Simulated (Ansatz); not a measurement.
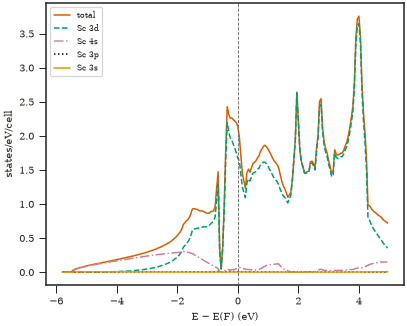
Figure: Total and projected density of states of Sc (fcc (Cu type), Fm-3m), DFT-r²SCAN in the program Ansatz with PAW potentials

Which orbitals carry the states next to the Fermi level?

Within 0.5 eV of the Fermi level: Sc 3d 87 %, outside the projected shells 10 %. Projections are on Löwdin-orthogonalised atomic valence shells; empty p or d shells of many metals are not among them.

Where is the tallest occupied peak in this window, and what makes it?

Near -0.3 eV, about 2.4 states/eV per cell; the largest projected share is Sc 3d.

A made-up cell: these elements were put on the sites of a structure type; the Crystallography Open Database files this formula in space group No. 225, but the cells were not matched. It is not the phase usual at ambient conditions (space group No. 194). The cell was relaxed with r²SCAN under the symmetry of its start; its stability against distortions is not shown here. No spin polarisation was allowed.

Potentials: the later of the program's two PAW sets.
